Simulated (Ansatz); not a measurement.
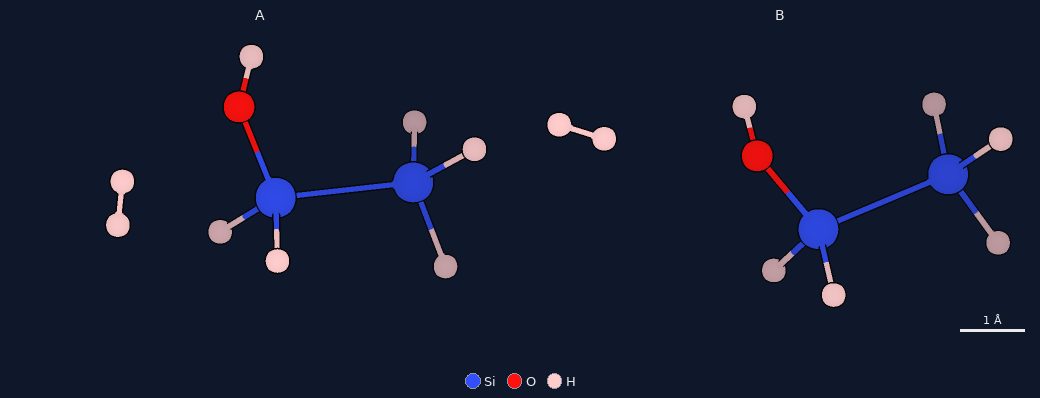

Two geometries of Si2H8O, drawn at one scale. One is the start of a relaxation, the other its converged end. The picture is a ball-and-stick view, seen at a tilt.

Computed with RKS PBE/6-31G* in Ansatz. Set-up: no spin polarisation; force threshold 0.03 eV/Å; at most 50 steps.

Which one is relaxed?

Structure B is the relaxed one. The run prepares an end point of a later path (reaction) calculation, from a guessed geometry. The atom that moves furthest after the best rigid fit is an H atom (2.11 Å). Largest moves by element: H 2.11 Å, O 0.78 Å, Si 0.63 Å. Some distances before and after: H–H 0.714 → 0.753 Å, O–Si 1.686 → 1.691 Å. The energy falls by 0.191 eV in 28 accepted moves (30 points after the start). Largest force component: 1.3 eV/Å at the start, 0.023 eV/Å at the end. The line search rejected the trial steps at points 6, 11 of the run. The forces were under the threshold at step 7, but the run went on from there.

Limits of the set-up: the start holds two separate molecules, 2.2 Å apart at their closest, whose relative position is a soft coordinate and is computed without a dispersion correction.
